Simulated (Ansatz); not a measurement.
# Lattice dynamics of (SiC)2(MgO)2 [0001] superlattice, started as wurtzite

Task: relax (SiC)2(MgO)2 [0001] superlattice, started as wurtzite, then find its harmonic phonons.

Method: DFT PBE, scalar-relativistic, plane waves, PAW, in Ansatz 0.2.0.

The structure was built from a prototype and need not be the compound's stable phase.

## 1. The structure

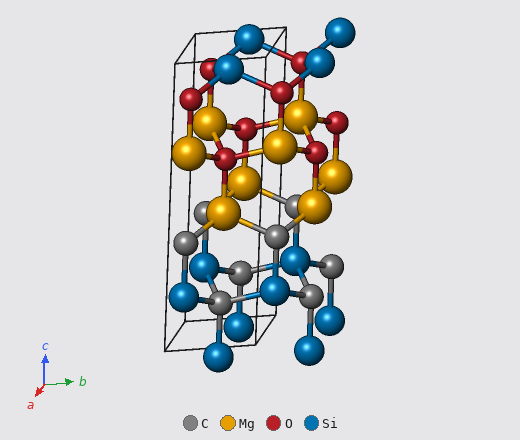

The starting structure, seen slightly off an axis (carbon grey, magnesium orange, oxygen red, silicon blue). 2×2×1 cells are drawn. Some periodic images of atoms are drawn too.

## 2. Rough relaxation

The start is far from rest, so a relaxation with loose tolerances brings it close first.

The input, input.yaml:

```yaml
crystal:
  lattice:
    - [3.18, 0.0, 0.0]
    - [-1.59, 2.75396, 0.0]
    - [0.0, 0.0, 10.15]
  atoms:
    - { symbol: C, position: [0.333333, 0.666667, 0.1875] }
    - { symbol: C, position: [0.666667, 0.333333, 0.4375] }
    - { symbol: Mg, position: [0.333333, 0.666667, 0.5] }
    - { symbol: Mg, position: [0.666667, 0.333333, 0.75] }
    - { symbol: O, position: [0.333333, 0.666667, 0.6875] }
    - { symbol: O, position: [0.666667, 0.333333, 0.9375] }
    - { symbol: Si, position: [0.333333, 0.666667, 0.0] }
    - { symbol: Si, position: [0.666667, 0.333333, 0.25] }
kpoints:
  mp_grid: { grid: [9, 9, 2] }
hamiltonian:
  xc: pbe
scf:
  occupations: { method: gaussian, width: 0.1 }
output:
  forces: true
  stress: true
  eigenvalues: true
relax:
  adjacent_minimum: "off"
  f_tol: 0.05
  max_steps: 80
  cell: { stress_tol: 0.5 }
```

Run with:

```
$ ansatz run input.yaml --threads 8 --pin off --max-ram 14336MiB --backend cpu --events-out ev --progress --plain --runs-dir out
```

Numbers of over 12 decimals in the logs are rounded to 6 here.

Log:

```text
[...]
atoms:
    - { symbol: C, position: [0.333333, 0.666667, 0.179821] }
    - { symbol: C, position: [0.666667, 0.333333, 0.413794] }
    - { symbol: Mg, position: [0.333333, 0.666667, 0.504718] }
    - { symbol: Mg, position: [0.666667, 0.333333, 0.749537] }
    - { symbol: O, position: [0.333333, 0.666667, 0.696090] }
    - { symbol: O, position: [0.666667, 0.333333, 0.952403] }
    - { symbol: Si, position: [0.333333, 0.666667, 0.00832171] }
    - { symbol: Si, position: [0.666667, 0.333333, 0.245315] }
[key lines of the parts left out:]
SCF converged after 6 iterations
Free energy (F): -6756.116694 eV
Fermi energy:    8.492712 eV
P = ⅓ Tr σ = -0.0059 GPa (-0.059 kbar)
```

It took 9.1 s on 8 threads of Arm Neoverse V2, shared host; peak memory 0.48 GiB.

The steps of the relaxation:

```csv
step,energy less that of the first step (eV),largest force component (eV/Å),pressure (GPa),volume (Å³)
1,0.0000,4.2626,13.59,88.89
2,-0.7771,2.3577,6.34,92.59
3,-1.0688,0.7627,-1.72,98.23
4,-1.1011,0.3824,0.60,97.11
5,-1.1129,0.1657,0.28,97.09
6,-1.1137,0.0408,-0.06,97.34
7*,-1.1472,0.0387,0.45,97.34
8,-1.1471,0.0145,-0.01,97.71
9*,-1.1479,0.0136,-0.01,97.71
```

Relaxation steps marked * repeat the geometry before them on a plane-wave basis chosen anew for their cell, so energy and pressure can jump there.

The run keeps the 6 symmetry operations that it works with, so distortions that break them were not tested.

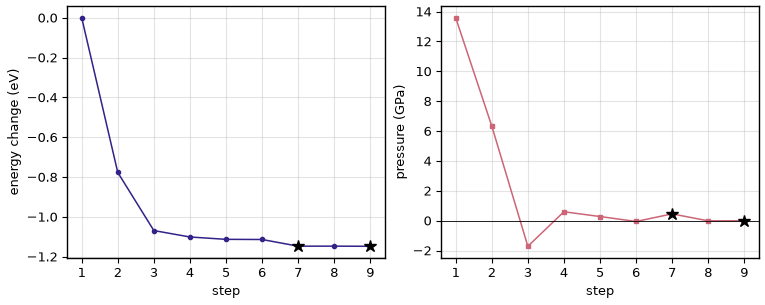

Energy and pressure along the relaxation. Stars mark steps on a basis chosen anew.

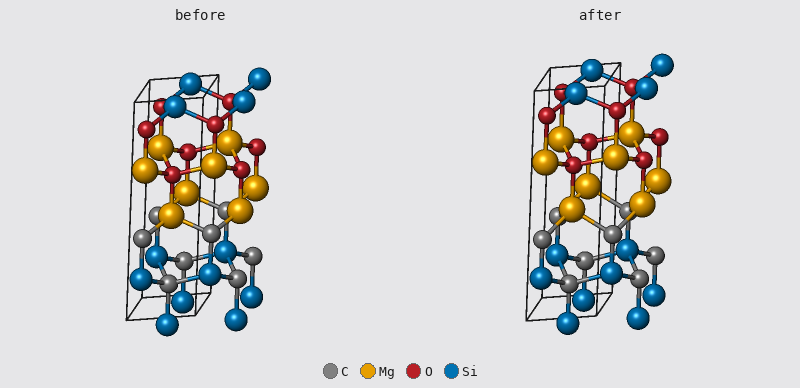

The structure before and after the relaxation, drawn at the same scale.

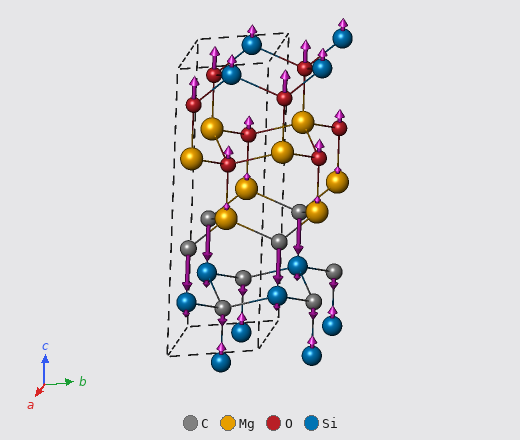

Displacements in the relaxation, exaggerated, measured against the changing cell; the longest in the cell stands for 0.25 Å. 2×2×1 cells are drawn. Some periodic images of atoms are drawn too.

```csv
"conventional cell, symmetrised",before,after,change
a (Å),3.180,3.247,+2.1 %
b (Å),3.180,3.247,+2.1 %
c (Å),10.150,10.705,+5.5 %
volume (Å³/atom),11.11,12.21,+9.9 %
```

The atoms that moved most (Å, as changes of fractional coordinates times the final cell):

```csv
atom,dx,dy,dz,length
C2,0.000,0.000,-0.254,0.254
O6,0.000,0.000,0.160,0.160
O5,0.000,0.000,0.092,0.092
Si7,0.000,0.000,0.089,0.089
C1,0.000,0.000,-0.082,0.082
Mg3,0.000,0.000,0.051,0.051
Si8,0.000,0.000,-0.050,0.050
```

Numbers from this step:

```
pressure          : -0.005853 GPa
volume per atom   : 12.21 Å³
gap on the k-mesh : 0 eV
```

In this step the volume went from 11.11 to 12.21 Å³/atom.

## 3. Bringing the structure to rest

The cell and atoms are relaxed, since residual forces and stress would shift the frequencies.

The input, input.yaml:

```yaml
crystal:
  lattice:
    - [3.2465459887, 0.0, 0.0]
    - [-1.6232729943, 2.8115913007, 0.0]
    - [0.0, 0.0, 10.7048192499]
  atoms:
    - { symbol: C, position: [0.3333333333, 0.6666666667, 0.1798212499] }
    - { symbol: C, position: [0.6666666667, 0.3333333333, 0.4137940342] }
    - { symbol: Mg, position: [0.3333333333, 0.6666666667, 0.5047184468] }
    - { symbol: Mg, position: [0.6666666667, 0.3333333333, 0.7495368078] }
    - { symbol: O, position: [0.3333333333, 0.6666666667, 0.6960902699] }
    - { symbol: O, position: [0.6666666667, 0.3333333333, 0.9524025607] }
    - { symbol: Si, position: [0.3333333333, 0.6666666667, 0.0083217107] }
    - { symbol: Si, position: [0.6666666667, 0.3333333333, 0.2453149201] }
kpoints:
  mp_grid: { grid: [12, 12, 4] }
hamiltonian:
  xc: pbe
scf:
  occupations: { method: gaussian, width: 0.1 }
output:
  forces: true
  stress: true
  eigenvalues: true
relax:
  adjacent_minimum: "off"
  f_tol: 0.005
  max_steps: 80
  cell: { stress_tol: 0.05 }
```

Log:

```text
[...]
Crystal: 8 atoms, lattice volume = 97.713 Å³
Basis set: ecut = 420 eV, 1931 PW (Γ), exchange–correlation on 48×48×144 points (8 copies of the dense FFT grid, shifted against one another)
Bands: 32, of which v1, the nominal top of the filled ones, is band 24 counted from 1 (23 counted from 0)
Symmetry: 6 space group operations
[...]
k-points: 69 of 576 (time reversal used)
[...]
atoms:
    - { symbol: C, position: [0.333333, 0.666667, 0.179732] }
    - { symbol: C, position: [0.666667, 0.333333, 0.413581] }
    - { symbol: Mg, position: [0.333333, 0.666667, 0.505014] }
    - { symbol: Mg, position: [0.666667, 0.333333, 0.750128] }
    - { symbol: O, position: [0.333333, 0.666667, 0.696010] }
    - { symbol: O, position: [0.666667, 0.333333, 0.952418] }
    - { symbol: Si, position: [0.333333, 0.666667, 0.00808481] }
    - { symbol: Si, position: [0.666667, 0.333333, 0.245032] }
[key lines of the parts left out:]
SCF converged after 6 iterations
Free energy (F): -6756.124792 eV
Fermi energy:    8.433412 eV
P = ⅓ Tr σ = 0.0044 GPa (0.044 kbar)
```

The job ended after 13 s (8 threads; peak memory 0.58 GiB).

Step by step:

```csv
step,energy less that of the first step (eV),largest force component (eV/Å),pressure (GPa),volume (Å³)
1,0.0000,0.0513,-0.07,97.71
2,-0.0003,0.0351,-0.03,97.67
3,-0.0005,0.0103,0.04,97.59
4,-0.0005,0.0071,-0.01,97.63
5,-0.0005,0.0024,0.01,97.62
6*,-0.0004,0.0024,0.00,97.62
```

Relaxation steps marked * repeat the geometry before them on a plane-wave basis chosen anew for their cell, so energy and pressure can jump there.

The run keeps the 6 symmetry operations that it works with, so distortions that break them were not tested.

```csv
"conventional cell, symmetrised",before,after,change
a (Å),3.247,3.244,-0.1 %
b (Å),3.247,3.244,-0.1 %
c (Å),10.705,10.711,+0.1 %
volume (Å³/atom),12.21,12.20,-0.1 %
```

This step gave:

```
pressure        : 0.004450 GPa
volume per atom : 12.20 Å³
```

In this step the volume went from 12.21 to 12.20 Å³/atom.

## 4. Tight relaxation

Phonons need a cell at rest on their own settings, so the relaxation is repeated with tight tolerances on forces and stress on the k mesh and occupations of the first response run.

The input, input.yaml:

```yaml
crystal:
  lattice:
    - [3.2440559736, 0.0, 0.0]
    - [-1.6220279868, 2.8094348844, 0.0]
    - [0.0, 0.0, 10.7105057958]
  atoms:
    - { symbol: C, position: [0.3333333333, 0.6666666667, 0.1797315418] }
    - { symbol: C, position: [0.6666666667, 0.3333333333, 0.4135812185] }
    - { symbol: Mg, position: [0.3333333333, 0.6666666667, 0.5050140282] }
    - { symbol: Mg, position: [0.6666666667, 0.3333333333, 0.7501280881] }
    - { symbol: O, position: [0.3333333333, 0.6666666667, 0.6960099316] }
    - { symbol: O, position: [0.6666666667, 0.3333333333, 0.9524184919] }
    - { symbol: Si, position: [0.3333333333, 0.6666666667, 0.0080848105] }
    - { symbol: Si, position: [0.6666666667, 0.3333333333, 0.2450318894] }
kpoints:
  mp_grid: { grid: [12, 12, 4] }
hamiltonian:
  xc: pbe
scf:
  occupations: { method: methfessel_paxton, width: 0.2 }
output:
  forces: true
  stress: true
  eigenvalues: true
relax:
  adjacent_minimum: "off"
  f_tol: 0.001
  max_steps: 60
  cell: { stress_tol: 0.01 }
```

Log:

```text
[...]
Crystal: 8 atoms, lattice volume = 97.615 Å³
Basis set: ecut = 420 eV, 1931 PW (Γ), exchange–correlation on 48×48×144 points (8 copies of the dense FFT grid, shifted against one another)
Bands: 32, of which v1, the nominal top of the filled ones, is band 24 counted from 1 (23 counted from 0)
Symmetry: 6 space group operations
[...]
k-points: 69 of 576 (time reversal used)
[...]
atoms:
    - { symbol: C, position: [0.333333, 0.666667, 0.179733] }
    - { symbol: C, position: [0.666667, 0.333333, 0.413570] }
    - { symbol: Mg, position: [0.333333, 0.666667, 0.505010] }
    - { symbol: Mg, position: [0.666667, 0.333333, 0.750108] }
    - { symbol: O, position: [0.333333, 0.666667, 0.696012] }
    - { symbol: O, position: [0.666667, 0.333333, 0.952399] }
    - { symbol: Si, position: [0.333333, 0.666667, 0.00812533] }
    - { symbol: Si, position: [0.666667, 0.333333, 0.245042] }
[key lines of the parts left out:]
SCF converged after 10 iterations
Free energy (F): -6756.117080 eV
Fermi energy:    8.434323 eV
P = ⅓ Tr σ = -0.0001 GPa (-0.001 kbar)
```

Run time: 17 s. Hardware: 8 threads; peak memory 0.59 GiB.

Little changed from the start: no atom moved by 0.005 Å and no cell edge by 0.1 %.

Numbers from this step:

```
pressure : -1.01e-4 GPa
```

The largest force component left is 0.99 meV/Å and the pressure is 0.000 GPa, within the tolerances set. The cell now holds 12.20 Å³/atom.

## 5. Modes at Γ

The zone centre is the only wavevector solved here; it holds the modes that light can see, as far as symmetry allows. No field response is asked, since the mesh shows no gap.

The input, input.yaml:

```yaml
crystal:
  lattice:
    - [3.243695355, 0.0, 0.0]
    - [-1.6218476775, 2.8091225796, 0.0]
    - [0.0, 0.0, 10.7126345066]
  atoms:
    - { symbol: C, position: [0.3333333333, 0.6666666667, 0.1797329674] }
    - { symbol: C, position: [0.6666666667, 0.3333333333, 0.4135703993] }
    - { symbol: Mg, position: [0.3333333333, 0.6666666667, 0.5050103588] }
    - { symbol: Mg, position: [0.6666666667, 0.3333333333, 0.7501083336] }
    - { symbol: O, position: [0.3333333333, 0.6666666667, 0.6960118332] }
    - { symbol: O, position: [0.6666666667, 0.3333333333, 0.9523989526] }
    - { symbol: Si, position: [0.3333333333, 0.6666666667, 0.008125332] }
    - { symbol: Si, position: [0.6666666667, 0.3333333333, 0.245041823] }
kpoints:
  mp_grid: { grid: [12, 12, 4] }
hamiltonian:
  xc: pbe
scf:
  occupations: { method: methfessel_paxton, width: 0.2 }
output:
  eigenvalues: true
phonons:
  method: dfpt
```

Log:

```text
[...]
Crystal: 8 atoms, lattice volume = 97.613 Å³
Basis set: ecut = 420 eV, 1931 PW (Γ), exchange–correlation on 48×48×144 points (8 copies of the dense FFT grid, shifted against one another)
Bands: 32, of which v1, the nominal top of the filled ones, is band 24 counted from 1 (23 counted from 0)
Symmetry: 6 space group operations
k-points: 164 of 576 (irreducible under 2 space group operations, time reversal used)
[...]
SCF iter   1: F=—  HF=-6756.134429 eV  |F-HF|=—  |Δ(HF+E_count)|=         —  Δρ=6.18e-3  dr2=1.52e-1  ethr=1.77e-3  ⟨swp⟩=6.3  Hψ=24315  notcnv=0
[...]
SCF iter  14: F=-6756.117080 eV  HF=-6756.117080 eV  |F-HF|=2.73e-12  |Δ(HF+E_count)|=  2.73e-12  S|Δr|=    0.00e0  Δρ=4.55e-8  dr2=4.56e-12  ethr=1.00e-12  ⟨swp⟩=10.3  Hψ=28318  notcnv=0
SCF 1 converged in 14 iterations: F = -6756.117080 eV  dr2 = 4.56e-12
[...]
DFPT response loops at Γ: preconditioner auto → Kerker (q_TF=auto, 2.424 Å⁻¹) (partly filled bands, converged f_vac=0.000); β = 1.00, the filter's whole step (`scf.mixing.beta` (0.50) is not read by the response loops under this deck's `scf.mixing.preconditioner`; to damp them name `kerker` or `kerker_dos`, under which they read `scf.mixing.beta`, and type it under 1.00, their step now; both keys bind the ground state too); Broyden in place of MSR1
SCF converged after 14 iterations
[...]
Free energy (F): -6756.117080 eV
[...]
Internal energy: -6756.114672 eV  (E = F + TS)
E sigma→0 (E₀):  -6756.116478 eV
Entropy (-TS):   -0.002408 eV (-0.301 meV/atom)
Fermi energy:    8.434323 eV
Step filling:    the computed levels leave a gap of 0.0000 eV = 0.0 smearing widths at the electron count; against every level under it full and every level over it empty, smearing changes F+E_penalty+E_count by +2.455 meV and its σ→0 estimate by +3.057 meV
[...]
--- Band table (eV; the first three rows and the last of 164) ---
  k-point 0: bands = [... 20 lower, 6.4793, 6.4904, 6.4904, 9.2674, 9.2674, 10.1849, 11.7333, 12.8414, ... 4 higher]
  k-point 1: bands = [... 20 lower, 6.4903, 6.4903, 6.7390, 9.2674, 9.2674, 10.0811, 11.6781, 12.8396, ... 4 higher]
  k-point 2: bands = [... 20 lower, 6.4902, 6.4902, 6.9409, 9.2675, 9.2675, 9.9749, 11.6386, 12.8379, ... 4 higher]
  k-point 163: bands = [... 20 lower, 3.7315, 5.6622, 6.2926, 7.3517, 9.8182, 10.1857, 11.9525, 12.4551, ... 4 higher]
--- Phonons (Γ-DFPT): 16 representative perturbations + reference, on 164 of 576 k-points (Σ response iterations 54) ---
  k mesh reduced under 2 symmetry operations, with k and −k counted as one. Each operation leaves every solved perturbation unchanged. A smaller set is not used because it would not reduce the number of displacements times k-points to solve
  ASR residual: 2.832e-3 → 0.000e0 eV/Å²; symmetrization residual: 1.212e-5 eV/Å²
  ASR residual per site (eV/Å²): 7.04e-5 1.44e-4 4.96e-4 2.83e-3 5.04e-4 1.72e-3 1.87e-4 2.51e-4
  Γ frequencies (cm⁻¹): -105.35 -105.35 0.00 0.00 0.00 105.64 105.64 139.27 139.27 190.15 190.15 221.05 313.25 423.32 434.19 501.98 505.46 505.46 536.00 536.00 562.92 562.92 789.58 888.25
  non-analytic LO–TO correction: not included (Born effective charges unavailable; polar crystals: no LO–TO splitting at Γ)
```

Elapsed: 94 s, on 8 threads; peak memory 1.9 GiB; 11 min of CPU time.

In the SCF lines HF is the Harris–Foulkes energy and dr2 the Hartree energy of the density residual, in eV; the loop may stop once dr2 is under the threshold and the program's other checks hold. Hψ counts applications of the Hamiltonian.

Numbers from this step:

```yaml
sum_rule_residual_before_enforcement: 0.002832 eV/Å²
point_group: 3m
highest_optical_mode_at_the_zone_centre_no_lo_to_term: 888.2 cm⁻¹
lowest_optical_zone_centre_mode: -105.3 cm⁻¹
```

Patterns of degenerate modes are one choice out of their space. Modes at Γ, with each element's share of the kinetic energy (negative means imaginary):

```csv
mode,frequency (cm⁻¹),symmetry,C %,Mg %,O %,Si %
1,-105.3,E,1,3,43,54
2,-105.3,E,1,3,43,54
3,0.0,acoustic,15,30,20,35
4,0.0,acoustic,15,30,20,35
5,0.0,acoustic,15,30,20,35
6,105.6,E,4,33,49,14
7,105.6,E,4,33,49,14
8,139.3,E,18,52,17,13
9,139.3,E,18,52,17,13
10,190.2,E,18,14,10,58
11,190.2,E,18,14,10,58
12,221.1,A1,9,54,7,31
13,313.2,A1,6,38,38,18
14,423.3,A1,0,48,42,9
15,434.2,A1,0,21,75,4
16,502.0,A1,11,7,18,64
17,505.5,E,71,29,0,0
18,505.5,E,71,29,0,0
19,536.0,E,0,39,61,0
20,536.0,E,0,39,61,0
21,562.9,E,73,0,0,27
22,562.9,E,73,0,0,27
23,789.6,A1,83,0,0,16
24,888.2,A1,75,2,1,23
```

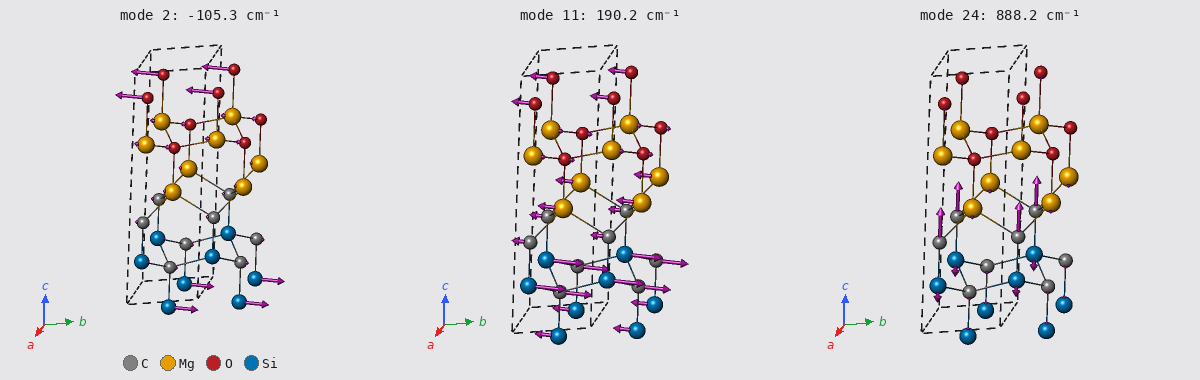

Displacement patterns of modes 2, 11 and 24 at Γ; arrows are exaggerated. 2×2×1 cells are drawn.

Before it was imposed, the acoustic sum rule was missed by 0.0028 eV/Å². Small misses are needed for a sound result but don't prove that mesh and cutoff are converged. The lowest optical mode is imaginary, 105.3i cm⁻¹, so the energy falls along it.

## 6. Another isotope, element C, natural mass 12.011 amu

An isotope changes the mass and not the force constants, so no new electronic calculation is needed; the shifts show which modes move this element.

The same force constants with the mass of C changed from 12.011 to 13.003 u (phonopy, no LO-TO term). Both lists are sorted by frequency; levels can cross, so a row need not hold one and the same mode. Modes under 3 cm⁻¹ are left out. Isotope shifts, by row:

```csv
q,rank,natural mass (cm⁻¹),changed mass (cm⁻¹)
0 0 0,1,-105.3,-105.3
0 0 0,2,-105.3,-105.3
0 0 0,6,105.6,105.5
0 0 0,7,105.6,105.5
0 0 0,8,139.3,138.2
0 0 0,9,139.3,138.2
0 0 0,10,190.2,188.8
0 0 0,11,190.2,188.8
0 0 0,12,221.1,220.2
0 0 0,13,313.2,312.4
0 0 0,14,423.3,423.3
0 0 0,15,434.2,434.1
0 0 0,16,502,491.6
0 0 0,17,505.5,491.6
0 0 0,18,505.5,499.6
0 0 0,19,536,536
0 0 0,20,536,536
0 0 0,21,562.9,547
0 0 0,22,562.9,547
0 0 0,23,789.6,764.1
0 0 0,24,888.2,862.7
```

A mode of this element alone would shift by -3.89 %. The highest zone-centre frequency without the field goes from 888.2 to 862.7 cm⁻¹ (-2.9 %).

## 7. Isotope substitution, element Mg, natural mass 24.305 amu

The same for Mg, from 24.30 to 25.98 u.

A mode of this element alone would shift by -3.28 %. The highest zone-centre frequency without the field goes from 888.2 to 887.7 cm⁻¹ (-0.1 %).

## 8. Isotope substitution, element O, natural mass 15.999 amu

The same for O, from 16.00 to 18.00 u.

The same force constants with the mass of O changed from 15.999 to 17.999 u (phonopy, no LO-TO term). Both lists are sorted by frequency; levels can cross, so a row need not hold one and the same mode. Modes under 3 cm⁻¹ are left out. Isotope shifts, by row:

```csv
q,rank,natural mass (cm⁻¹),changed mass (cm⁻¹)
0 0 0,1,-105.3,-102.7
0 0 0,2,-105.3,-102.7
0 0 0,6,105.6,102.6
0 0 0,7,105.6,102.6
0 0 0,8,139.3,137.8
0 0 0,9,139.3,137.8
0 0 0,10,190.2,189.1
0 0 0,11,190.2,189.1
0 0 0,12,221.1,220.1
0 0 0,13,313.2,305.6
0 0 0,14,423.3,410.8
0 0 0,15,434.2,418.2
0 0 0,16,502,497.6
0 0 0,17,505.5,505.4
0 0 0,18,505.5,505.4
0 0 0,19,536,517.6
0 0 0,20,536,517.6
0 0 0,21,562.9,562.9
0 0 0,22,562.9,562.9
0 0 0,23,789.6,789.5
0 0 0,24,888.2,888
```

A mode of this element alone would shift by -5.72 %. The highest zone-centre frequency without the field goes from 888.2 to 888.0 cm⁻¹ (-0.0 %).

## 9. Isotope substitution, element Si, natural mass 28.085 amu

The same for Si, from 28.09 to 29.97 u.

A mode of this element alone would shift by -3.20 %. The highest zone-centre frequency without the field goes from 888.2 to 882.0 cm⁻¹ (-0.7 %).

## 10. Summary of results

| Item | Value |
| --- | --- |
| space group after relaxation (within 0.01 Å) | P3m1 |
| volume per atom | 12.2 Å³ |
| electronic character | no gap on this mesh |
| highest optical mode at the zone centre (no LO-TO term) | 888 cm⁻¹ |
| lowest optical zone-centre mode | -105 cm⁻¹ |
| imaginary modes at Γ (the only wavevector solved) | yes |

In words: A zone-centre mode is imaginary (105.3i cm⁻¹), so this structure is not a minimum of the energy. The optical modes at Γ span -105 to 888 cm⁻¹ (negative means imaginary). The dispersion is not part of this account. The highest mode in this list at Γ, 888.2 cm⁻¹, is mostly motion of C (75 % of the kinetic energy). With no gap, or one that is small against the smearing, the frequencies hang on the k mesh and the smearing, most of all near Kohn anomalies. The starting cell was built on a prototype and not taken from a measurement, so the phase need not exist. These are harmonic frequencies at zero temperature: anharmonic shifts, linewidths and thermal expansion are left out.

[Logs are printed without paths, hosts, clocks, repeated set-up lines and the standing remarks that a program may print on its own settings, such as how far it seeks lower states.]

[Hosts, paths, dates, database ids (printed as entryN), source tags and the programs' standing remarks are cut or masked in the printed files.]
